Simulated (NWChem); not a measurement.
# C9H6N2 (SMILES C=N/C(C#CC)=C\C#CC#N) at 3 levels

Aim: a comparison of 3 runs (BP86/6-31G, B3LYP/6-31G*, PBE0/6-311G**) of C9H6N2. 

Program for the calculation: NWChem 7.3.0.

### Step 1. The molecule

The species is C9H6N2 (17 atoms), meant as a singlet with charge 0. As SMILES, `C=N/C(C#CC)=C\C#CC#N`. Geometry: relaxed at GFN2-xTB. This is one conformer, not always the lowest.

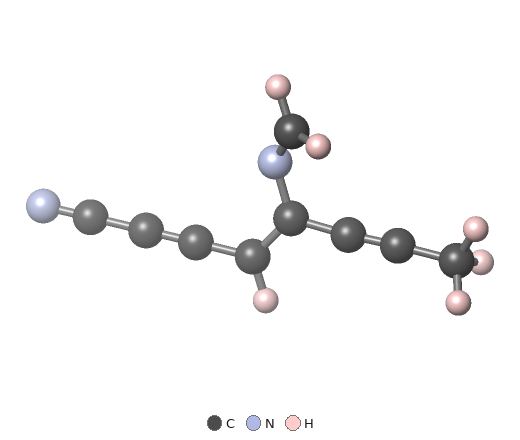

Viewed from a chosen angle; carbon dark grey, nitrogen light blue, hydrogen pink.

### Step 2. Energy and gradient at BP86/6-31G (run 1)

File run.py:

```python
from ase import Atoms
from ase.calculators.nwchem import NWChem

mol = Atoms(['C', 'N', 'C', 'C', 'C', 'C', 'C', 'C', 'C', 'C', 'N', 'H', 'H', 'H', 'H', 'H', 'H'], positions=[
    [-0.211250, 2.273420, 0.024980],
    [-0.692840, 1.200140, -0.412780],
    [-0.197420, -0.054740, -0.125940],
    [1.203040, -0.250100, -0.068260],
    [2.404100, -0.333120, -0.026310],
    [3.836450, -0.485890, 0.034240],
    [-1.053480, -1.102840, 0.025660],
    [-2.432330, -0.957820, -0.011580],
    [-3.642860, -0.841340, -0.046590],
    [-4.990760, -0.712250, -0.081840],
    [-6.137260, -0.602780, -0.106220],
    [0.609130, 2.340560, 0.745040],
    [-0.651570, 3.199640, -0.314460],
    [4.310940, 0.482510, 0.191120],
    [4.201310, -0.910700, -0.901010],
    [4.107090, -1.152810, 0.852760],
    [-0.662290, -2.091860, 0.221170],
])

calc = NWChem(
    label='nw',
    theory='dft',
    memory='2900 mb',
    basis='6-31G',
    basispar='spherical bse',
    dft={'xc': 'becke88 perdew86', 'mult': '1', 'grid': 'fine', 'convergence': 'energy 1e-08', 'iterations': '100', 'mulliken': None},
)
mol.calc = calc

forces = mol.get_forces()
print("Total energy (eV):", round(mol.get_potential_energy(), 6))
print("forces (eV/A):")
for s, f in zip(mol.symbols, forces):
    print(f"{s:2s} {f[0]:10.5f} {f[1]:10.5f} {f[2]:10.5f}")
print("dipole (e A):", mol.get_dipole_moment().round(4))
```

The run is started by

```bash
export ASE_NWCHEM_COMMAND="nwchem PREFIX.nwi > PREFIX.nwo"
python run.py
```

Standard output:

```text
Total energy (eV): -12402.087171
forces (eV/A):
C     0.71646    1.86750    0.71605
N    -1.57686   -1.00767   -1.01291
C     1.02412   -0.56636   -0.13452
C    -1.99615    0.20132    0.04700
C     1.83932   -0.18558    0.07662
C    -0.19489    0.07122   -0.02545
C    -0.48260   -0.54754    0.17329
C     1.20837   -0.08778   -0.04937
C    -1.60123    0.08078   -0.03013
C     4.47326   -0.42423    0.09827
N    -5.03515    0.48028   -0.11251
H     0.38006    0.02833    0.24513
H    -0.14748    0.60164   -0.12064
H     0.40793    0.35178    0.06788
H     0.37790   -0.19736   -0.37101
H     0.31496   -0.28837    0.33450
H     0.29192   -0.37785    0.09780
dipole (e A): [1.707  0.1416 0.217 ]
```

The calculator wrote nw.nwi:

```
title "nw"

permanent_dir nw

scratch_dir nw

start nw

geometry units angstrom nocenter noautosym noautoz
  C  -2.1124999999999999e-01 2.2734200000000002e+00 2.4979999999999999e-02
  N  -6.9284000000000001e-01 1.2001400000000000e+00 -4.1277999999999998e-01
  C  -1.9742000000000001e-01 -5.4739999999999997e-02 -1.2594000000000000e-01
  C  1.2030400000000001e+00 -2.5009999999999999e-01 -6.8260000000000001e-02
  C  2.4041000000000001e+00 -3.3312000000000003e-01 -2.6310000000000000e-02
  C  3.8364500000000001e+00 -4.8588999999999999e-01 3.4240000000000000e-02
  C  -1.0534800000000000e+00 -1.1028400000000000e+00 2.5659999999999999e-02
  C  -2.4323299999999999e+00 -9.5782000000000000e-01 -1.1580000000000000e-02
  C  -3.6428600000000002e+00 -8.4133999999999998e-01 -4.6589999999999999e-02
  C  -4.9907599999999999e+00 -7.1225000000000005e-01 -8.1839999999999996e-02
  N  -6.1372600000000004e+00 -6.0277999999999998e-01 -1.0621999999999999e-01
  H  6.0912999999999995e-01 2.3405600000000000e+00 7.4504000000000004e-01
  H  -6.5156999999999998e-01 3.1996400000000000e+00 -3.1446000000000002e-01
  H  4.3109400000000004e+00 4.8250999999999999e-01 1.9112000000000001e-01
  H  4.2013100000000003e+00 -9.1069999999999995e-01 -9.0100999999999998e-01
  H  4.1070900000000004e+00 -1.1528099999999999e+00 8.5275999999999996e-01
  H  -6.6229000000000005e-01 -2.0918600000000001e+00 2.2117000000000001e-01
end

memory 2900 mb

basis spherical bse noprint
   * library 6-31G
end

dft
  xc becke88 perdew86
  mult 1
  grid fine
  convergence energy 1e-08
  iterations 100
  mulliken
end

task dft gradient
```

nw.nwo:

```text
Northwest Computational Chemistry Package (NWChem) 7.3.0
             --------------------------------------------------------

           Job information
           ---------------

    nwchem branch   = 7.3.0
    use scalapack   = T
    input           = nw.nwi
    prefix          = nw.
    data base       = nw/nw.db
    status          = startup
    nproc           =        1

           Memory information
           ------------------

    heap     =     95027194 doubles =      725.0 Mbytes
    stack    =     95027199 doubles =      725.0 Mbytes
    global   =    190054400 doubles =     1450.0 Mbytes (distinct from heap & stack)
    total    =    380108793 doubles =     2900.0 Mbytes
    verify   = yes
    hardfail = no

[... 116 lines left out ...]
  convergence criterion.
[... 37 lines left out ...]
          Spatial weights used:  Erf1
[... 75 lines left out ...]
         Total DFT energy =     -455.768300793797
[... 3 lines left out ...]
 Nuclear repulsion energy =      450.882880640001
[... 857 lines left out ...]
          Convergence on gradient requested:  5.00D-04
[... 24 lines left out ...]
          total energy or number of iterations.
[... 26 lines left out ...]
                         DFT ENERGY GRADIENTS

    atom               coordinates                        gradient
                 x          y          z           x          y          z
   1 C      -0.399205   4.296141   0.047205   -0.013933  -0.036317  -0.013925
   2 N      -1.309278   2.267936  -0.780041    0.030665   0.019596   0.019698
   3 C      -0.373070  -0.103444  -0.237992   -0.019916   0.011014   0.002616
[... 13 lines of this table left out ...]
  17 H      -1.251547  -3.953042   0.417951   -0.005677   0.007348  -0.001902

                 ----------------------------------------
                 |  Time  |  1-e(secs)   |  2-e(secs)   |
                 ----------------------------------------
                 |  CPU   |       0.01   |       2.38   |
                 ----------------------------------------
                 |  WALL  |       0.01   |       2.38   |
                 ----------------------------------------

 Task  times  cpu:       80.8s     wall:       80.8s
 Total times  cpu:       80.8s     wall:       80.8s
```

Run time: 82 s. Hardware: 1 thread of Intel Xeon 6975P-C (Granite Rapids), shared host; peak memory 0.12 GiB.

### Step 3. Energy and gradient at B3LYP/6-31G(d) (spherical functions) (run 2)

File calc.nw:

```
start calc
memory stack 1160 mb heap 290 mb global 1450 mb

geometry units angstroms noautosym nocenter noautoz
C    -0.211250    2.273420    0.024980
N    -0.692840    1.200140   -0.412780
C    -0.197420   -0.054740   -0.125940
C     1.203040   -0.250100   -0.068260
C     2.404100   -0.333120   -0.026310
C     3.836450   -0.485890    0.034240
C    -1.053480   -1.102840    0.025660
C    -2.432330   -0.957820   -0.011580
C    -3.642860   -0.841340   -0.046590
C    -4.990760   -0.712250   -0.081840
N    -6.137260   -0.602780   -0.106220
H     0.609130    2.340560    0.745040
H    -0.651570    3.199640   -0.314460
H     4.310940    0.482510    0.191120
H     4.201310   -0.910700   -0.901010
H     4.107090   -1.152810    0.852760
H    -0.662290   -2.091860    0.221170
end

basis spherical bse
* library 6-31G*
end

dft
xc b3lyp
grid fine
convergence energy 1e-08
iterations 100
mulliken
print medium
end

task dft gradient
```

The run is started by

```bash
nwchem calc.nw > calc.out
```

Standard output:

```text
[...]
          Wavefunction type:  closed shell.
          No. of atoms     :    17
          No. of electrons :    74
[...]
          Charge           :     0
          Spin multiplicity:     1
[...]
          AO basis - number of functions:   166
[...]
              XC Information
              --------------
                         B3LYP Method XC Potential
                     Hartree-Fock (Exact) Exchange  0.200
                        Slater Exchange Functional  0.800 local
                    Becke 1988 Exchange Functional  0.720 non-local
              Lee-Yang-Parr Correlation Functional  0.810
                  VWN I RPA Correlation Functional  0.190 local
[...]
 d= 0,ls=0.0,diis     1   -455.6940999638 -9.07D+02  3.38D-02  1.40D+00     5.2
[...]
 d= 0,ls=0.0,diis    12   -455.8793572675 -7.67D-09  1.65D-06  2.89D-08    52.1
         Total DFT energy =     -455.879357267512
      One electron energy =    -1507.102986502869
           Coulomb energy =      665.158907341820
    Exchange-Corr. energy =      -64.818158746465
 Nuclear repulsion energy =      450.882880640002
[...]
  wavefunction    = closed shell
                         DFT ENERGY GRADIENTS
    atom               coordinates                        gradient
                 x          y          z           x          y          z
   1 C      -0.399205   4.296141   0.047205   -0.008799  -0.011407  -0.008887
   2 N      -1.309278   2.267936  -0.780041    0.019998   0.004108   0.013075
   3 C      -0.373070  -0.103444  -0.237992   -0.009186   0.008180  -0.000701
   4 C       2.273416  -0.472620  -0.128993    0.009263  -0.001980  -0.001522
   5 C       4.543090  -0.629506  -0.049719   -0.005248   0.001513  -0.000692
   6 C       7.249839  -0.918199   0.064704   -0.000685  -0.000595   0.000357
   7 C      -1.990789  -2.084065   0.048490   -0.002189   0.004717  -0.002162
   8 C      -4.596437  -1.810017  -0.021883    0.006431  -0.002035   0.001820
   9 C      -6.884007  -1.589902  -0.088042   -0.002906   0.001712  -0.000424
  10 C      -9.431169  -1.345957  -0.154655   -0.030447   0.002814  -0.000789
  11 N     -11.597740  -1.139089  -0.200727    0.042384  -0.004019   0.001044
[...]
```

Run time: 63 s. Hardware: 1 thread of Intel Xeon 6975P-C (Granite Rapids), shared host; peak memory 0.13 GiB.

### Step 4. Energy and gradient at PBE0/6-311G(d,p) (run 3)

File c9h6n2.nw:

```
start c9h6n2
title "C9H6N2"
memory 2900 mb
charge 0
geometry units angstrom noautosym nocenter noautoz
C    -0.211250    2.273420    0.024980
N    -0.692840    1.200140   -0.412780
C    -0.197420   -0.054740   -0.125940
C     1.203040   -0.250100   -0.068260
C     2.404100   -0.333120   -0.026310
C     3.836450   -0.485890    0.034240
C    -1.053480   -1.102840    0.025660
C    -2.432330   -0.957820   -0.011580
C    -3.642860   -0.841340   -0.046590
C    -4.990760   -0.712250   -0.081840
N    -6.137260   -0.602780   -0.106220
H     0.609130    2.340560    0.745040
H    -0.651570    3.199640   -0.314460
H     4.310940    0.482510    0.191120
H     4.201310   -0.910700   -0.901010
H     4.107090   -1.152810    0.852760
H    -0.662290   -2.091860    0.221170
end
basis "ao basis" spherical bse
* library 6-311G**
end
dft
xc pbe0
mult 1
grid fine
convergence energy 1e-08
maxiter 100
mulliken
end
task dft gradient
```

The run is started by

```bash
nwchem c9h6n2.nw > c9h6n2.out
```

Standard output:

```text
[...]
          Wavefunction type:  closed shell.
          No. of atoms     :    17
          No. of electrons :    74
[...]
          Charge           :     0
          Spin multiplicity:     1
[...]
          AO basis - number of functions:   234
[...]
              XC Information
              --------------
                         PBE0 Method XC Functional
                     Hartree-Fock (Exact) Exchange  0.250
          PerdewBurkeErnzerhof Exchange Functional  0.750
            Perdew 1991 LDA Correlation Functional  1.000 local
           PerdewBurkeErnz. Correlation Functional  1.000 non-local
[...]
 d= 0,ls=0.0,diis     1   -455.2786914785 -9.06D+02  2.50D-02  1.51D+00    10.0
[...]
 d= 0,ls=0.0,diis    12   -455.4443493897 -3.74D-09  1.42D-06  2.77D-08   102.5
         Total DFT energy =     -455.444349389744
      One electron energy =    -1506.930508575367
           Coulomb energy =      664.848596739113
    Exchange-Corr. energy =      -64.245318193492
 Nuclear repulsion energy =      450.882880640002
[...]
  wavefunction    = closed shell
                         DFT ENERGY GRADIENTS
    atom               coordinates                        gradient
                 x          y          z           x          y          z
   1 C      -0.399205   4.296141   0.047205   -0.006455  -0.003461  -0.006788
   2 N      -1.309278   2.267936  -0.780041    0.014555   0.001870   0.009374
   3 C      -0.373070  -0.103444  -0.237992   -0.005095   0.007284  -0.001010
   4 C       2.273416  -0.472620  -0.128993    0.001436  -0.001976  -0.001648
   5 C       4.543090  -0.629506  -0.049719   -0.000163   0.001510  -0.000496
   6 C       7.249839  -0.918199   0.064704    0.001729  -0.000917   0.000348
   7 C      -1.990789  -2.084065   0.048490   -0.004248  -0.000508  -0.001340
   8 C      -4.596437  -1.810017  -0.021883    0.014717  -0.003388   0.001855
   9 C      -6.884007  -1.589902  -0.088042   -0.011739   0.002402  -0.000493
  10 C      -9.431169  -1.345957  -0.154655   -0.011745   0.001043  -0.000451
  11 N     -11.597740  -1.139089  -0.200727    0.018917  -0.001791   0.000546
[...]
```

Wall time 2.1 min (1 thread of Intel Xeon 6975P-C (Granite Rapids), shared host); peak memory 0.14 GiB.

### Step 5. The series

| run | level | energy (Eh) | dipole moment (D) | HOMO energy (eV) | LUMO energy (eV) | wall time |
| --- | --- | --- | --- | --- | --- | --- |
| 1 | BP86/6-31G | -455.768301 | 8.29 | -5.54 | -3.18 | 82 s |
| 2 | B3LYP/6-31G* (spherical functions) | -455.879357 | 8.16 | -6.20 | -2.47 | 63 s |
| 3 | PBE0/6-311G** | -455.444349 | 8.38 | -6.67 | -2.60 | 2.1 min |

### Step 6. Outcome

| quantity | value |
| --- | --- |
| run 3: total energy | -455.44435 Eh |
| run 3: dipole moment | 8.38 D |
| run 3: HOMO energy | -6.67 eV |
| run 3: LUMO energy | -2.60 eV |
| run 3: HOMO–LUMO gap | 4.06 eV |
| run 3: largest force on an atom | 0.978 eV/Å |

The dipole moment (its size) runs from 8.16 D (B3LYP/6-31G*) to 8.38 D (PBE0/6-311G**). The two ends differ in method and basis. The HOMO–LUMO gap runs from 2.36 eV (BP86/6-31G) to 4.06 eV (PBE0/6-311G**). Totals of different functionals can't be ranked against each other. All runs together took 4.5 min, the longest 2.1 min.
